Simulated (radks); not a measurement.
Computed with the in-house radial solver radks: scalar-relativistic Kohn-Sham, LDA (Slater exchange, Perdew-Wang correlation), spin-unpolarised, spherical densities, finite nucleus. The occupation of the 5d shell is varied from W⁺ ([Xe] 4f14 5d3 6s2) to W ([Xe] 4f14 5d4 6s2), with spherical fractional occupations. Wanted, and plotted below: the total energy less the straight line between the end points, and the eigenvalue of 5d (the dashed line is minus the energy to take the whole electron out).

The curve is convex (below the straight line), with the largest deviation among the points computed, −1.14 eV, at 0.5. The end points differ by 9.06 eV, the energy to take the electron out. The eigenvalue, which is the slope of the energy (Janak's theorem), moves from −13.8 eV at 0 to −4.68 eV at 1; for a straight line it would stay constant, and a parabola would sag by an eighth of this change, scaled to a whole electron, 1.13 eV. Convexity is the mark of the delocalisation error, which puts fractional charges too low; for p, d and f shells the spherical spreading of the fraction adds to it.

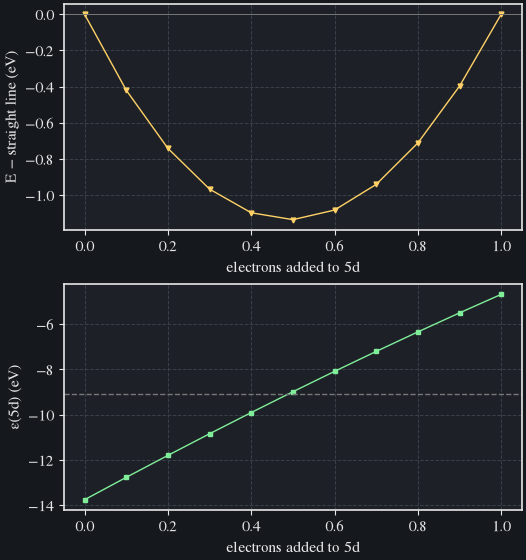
